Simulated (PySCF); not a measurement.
# C5H9ClSi: electronic excitations

What electronic excitations should C5H9ClSi (`C[C@H]1C=C1[SiH2]CCl`) show?

The runs use PySCF 2.14.0, with density-fitted response routines of our own; the level of theory stands in each step. All values are computed, except where a source is named. Atoms are numbered from 0 throughout.

### Step 1. Starting geometry

16 atoms, charge 0, multiplicity 1; geometry from: GFN2-xTB.

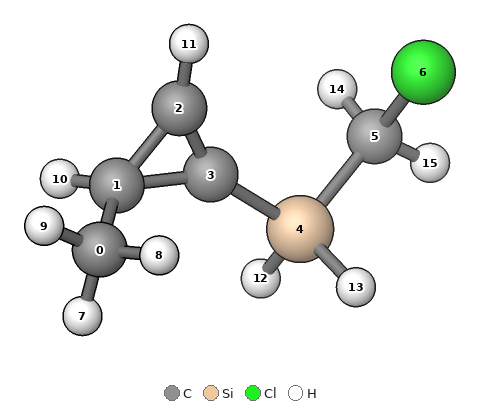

The starting geometry (carbon grey, silicon light orange, chlorine green, hydrogen white), atoms numbered.

### Step 2. TDDFT and polarisability: CAM-B3LYP/def2-SVPD

The job: settings as JSON, then the geometry in Å.

```
{"job": {"kind": "uv", "xc": "CAM-B3LYP", "basis": "def2-SVPD", "nstates": 8, "ntriplets": 3}, "charge": 0, "multiplicity": 1}
C     -2.661001     0.176007     0.721612
C     -1.616115     0.231670    -0.369879
C     -0.586081     1.303493    -0.391095
C     -0.139341     0.124981    -0.031977
Si     1.204849    -1.009390     0.547580
C      2.877610    -0.293071    -0.049299
Cl     3.113937     1.334487     0.644393
H     -2.979643    -0.851101     0.893965
H     -2.258954     0.573687     1.650632
H     -3.537848     0.760635     0.444363
H     -1.956858    -0.184095    -1.316366
H     -0.401866     2.335061    -0.570107
H      1.053191    -2.333235    -0.067570
H      1.226593    -1.089649     2.009606
H      2.926761    -0.178519    -1.129697
H      3.727164    -0.892016     0.269911
```

Level: TDDFT CAM-B3LYP/def2-SVPD, vertical, gas phase, core orbitals frozen in the response.

Launch:

```bash
$ OMP_NUM_THREADS=1 python probes_run.py task.json out
```

One launch serves the whole session: the jobs run in the order shown.

Predict these results of the whole session: lowest singlet (CAM-B3LYP/def2-SVPD); brightest single state of those computed; lowest triplet.

The runs gave:

| quantity | value |
| --- | --- |
| lowest singlet (CAM-B3LYP/def2-SVPD) | 5.44 eV (228 nm), f = 0.000 |
| brightest single state of those computed | state 2, 5.84 eV, f = 0.127 |
| lowest triplet | 3.73 eV |

The first singlet state (HOMO−1→LUMO 0.81, HOMO−2→LUMO 0.09) lies at 5.44 eV and is dark; of the 8 states computed, the strongest absorption comes from state 2 at 5.84 eV. The lowest triplet lies 1.71 eV below the lowest singlet (triplets in Tamm-Dancoff, singlets in full TDDFT).
